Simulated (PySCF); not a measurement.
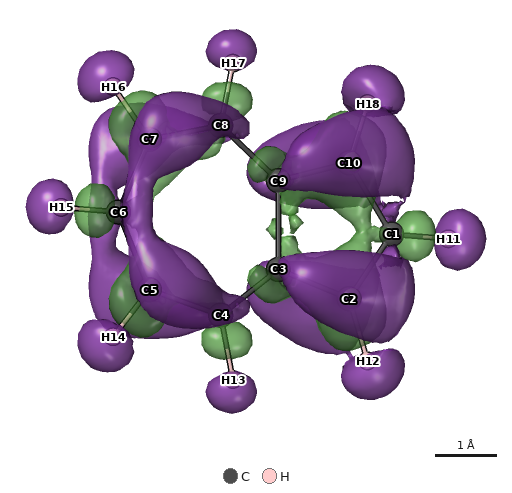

Figure 1: C10H8, SMILES `C1=CC2=CC=CC=CC2=C1`. Fukui function f⁻ = ρ(N) − ρ(N−1) at fixed geometry, surfaces at ±0.015 e/Å³ (purple positive, green negative).

PySCF calculation, BP86/def2-SVP, gas phase; geometry: GFN2-xTB. This is a single-reference result, which may miss multireference character in this system. No frequency check shows the geometry to be a minimum.

Geometry (Å), atoms numbered from 1:

```
C1      -2.6893    0.0000    0.0000
C2      -1.8866    1.1368    0.0000
C3      -0.5467    0.7436    0.0000
C4       0.5474    1.5877    0.0000
C5       1.8950    1.2576    0.0000
C6       2.4825    0.0000    0.0000
C7       1.8950   -1.2576    0.0000
C8       0.5474   -1.5877    0.0000
C9      -0.5467   -0.7436    0.0000
C10     -1.8866   -1.1368    0.0000
H11     -3.7656   -0.0001    0.0000
H12     -2.2339    2.1539    0.0000
H13      0.3158    2.6478    0.0000
H14      2.5836    2.0940    0.0000
H15      3.5669   -0.0001    0.0000
H16      2.5836   -2.0940    0.0000
H17      0.3158   -2.6478    0.0000
H18     -2.2339   -2.1539    0.0000
```

> Which atoms respond most to the removal of an electron?

f⁻ (Hirshfeld-condensed) is largest on C2 and C10 (0.12 each) and C5 and C7 (0.09 each); the vertical ionisation energy is 7.43 eV (the stability of the cation's solution wasn't checked). Condensed values hint at sites of electrophilic attack but needn't mark the atom that reacts. Shares this close don't rank the sites. Orbital relaxation makes it negative in places (0.20 e in all).

| atom | f⁻ | charge |
| --- | --- | --- |
| C1 | +0.05 | −0.04 |
| C2 | +0.12 | −0.07 |
| C3 | +0.04 | 0.00 |
| C4 | +0.04 | −0.01 |
| C5 | +0.09 | −0.05 |
| C6 | +0.05 | −0.02 |
| C7 | +0.09 | −0.05 |
| C8 | +0.04 | −0.01 |
| C9 | +0.04 | 0.00 |
| C10 | +0.12 | −0.07 |
| H11 | +0.04 | +0.04 |
| H12 | +0.05 | +0.04 |
| H13 | +0.03 | +0.05 |
| H14 | +0.04 | +0.04 |
| H15 | +0.04 | +0.04 |
| H16 | +0.04 | +0.04 |
| H17 | +0.03 | +0.05 |
| H18 | +0.05 | +0.04 |

The PySCF run took 3.4 min on 1 thread of AMD EPYC 7R43 64-Core Processor (Zen 3), with other jobs on the host, peak memory 0.72 GiB.
